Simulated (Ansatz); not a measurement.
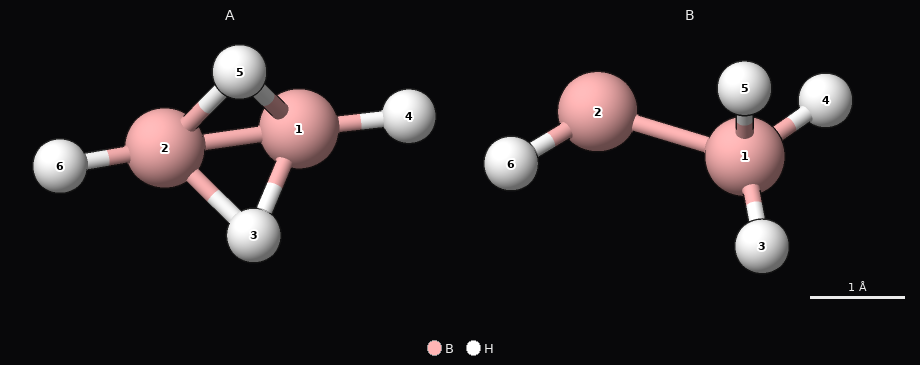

Two geometries of B2H4, drawn at one scale. One is the start of a relaxation, the other its converged end. A ball-and-stick model, seen at a tilt.

Level of theory: UKS PBE0-D4/def2-SVP in Ansatz 0.2.0. Set-up: collinear spin; force threshold 0.02 eV/Å; at most 50 steps.

**Which geometry has the lower energy?**

Structure A is the relaxed one. The run prepares an end point of a later path (hydrogen shift) calculation, from a guessed geometry. The atom that moves furthest after the best rigid fit is H3 (0.62 Å). Largest moves by element: H 0.62 Å, B 0.61 Å. Among the contacts that change: B2–H3 2.470 → 1.362 Å, B2–H5 2.030 → 1.362 Å, B1–B2 1.680 → 1.476 Å, B1–H3 1.163 → 1.362 Å. Among the angles between lasting bonds that change: B2–B1–H3 119.6° → 57.2°, B2–B1–H4 116.7° → 174.0°, B1–B2–H6 120.6° → 174.0°. The energy falls by 2.760 eV in 11 geometry steps. The largest force component goes from 4.2 to 0.0022 eV/Å. Cost: 12 s on 1 thread of Intel(R) Xeon(R) Platinum 8488C (Sapphire Rapids), on a shared host, peak memory 0.12 GiB.
